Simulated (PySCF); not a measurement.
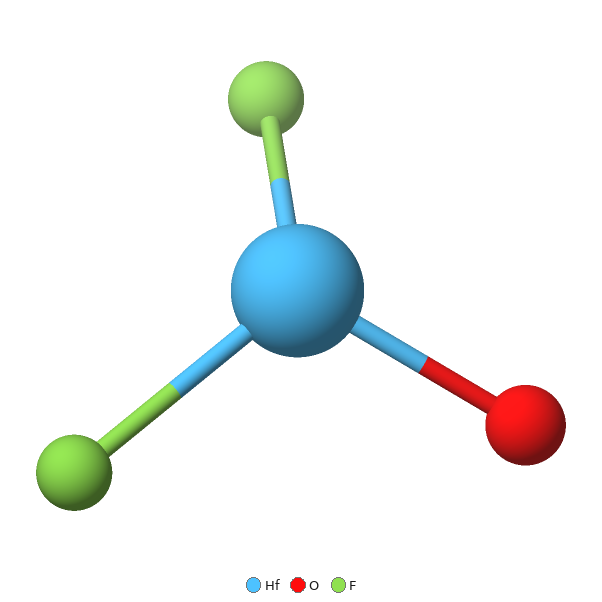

A molecule with one transition-metal atom. The species is neutral and a spin singlet. Computed geometry: PBE0/def2-TZVP with core potentials optimisation.

> Describe the coordination sphere.

Hf binds 3 atoms: 1 O at 1.75 Å, 2 F at 1.93 Å. The arrangement is trigonal pyramidal.

> Give the formal oxidation state and the d-electron count.

Hf(IV), d⁰, counting the ligands as closed-shell ions or neutral donors.

The search tried a few shapes and spins; others may lie lower.
